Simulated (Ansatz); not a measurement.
Cost and result by functional for the surface energy of the (20-23) surface of hcp Ti in its 1x1 cell, outermost plane spacing 0.16 Å in the ideal cut, in Ansatz (plane waves, PAW). Single points on the PBE structure, on one kind of machine; costs are rough ratios of the slab run's core time (references not counted) to the cheapest single point. r2SCAN's cost holds its higher cutoff (500 against 420 eV). Differences are taken against r2SCAN for comparison alone: no measured value is at hand, so the table doesn't rank accuracy.

Model: 22-atom slab, 10.0 Å thick at the start (thin: gaps and levels are the slab's own), 13x3x1 mesh, Fermi-Dirac 0.1 eV, dipole correction, all atoms relaxed; held to the part of the start's symmetry that mesh and held atoms allow; no spin, no spin-orbit, no U. These notes are the PBE run's.

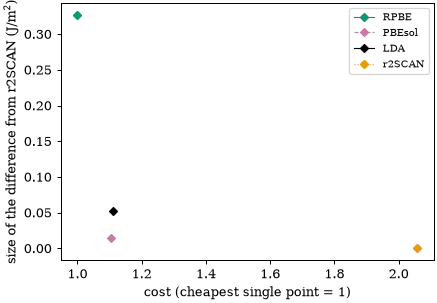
Difference from r2SCAN against cost

```
functional                     relative cost  surface energy (J/m²)  less r2SCAN (J/m²)
-----------------------------  -------------  ---------------------  ------------------
RPBE                                       1                   1.82               -0.33
PBEsol                                     1                   2.13               -0.01
LDA                                        1                   2.20                0.05
r2SCAN                                     2                   2.14                0.00
PBE (the relaxed run's value)              –                   1.95               -0.19
```

The values span 0.38 J/m², while the single points' costs differ by a factor of roughly 2. Differences are of unrounded values.

Ansatz is a program for electronic structure.
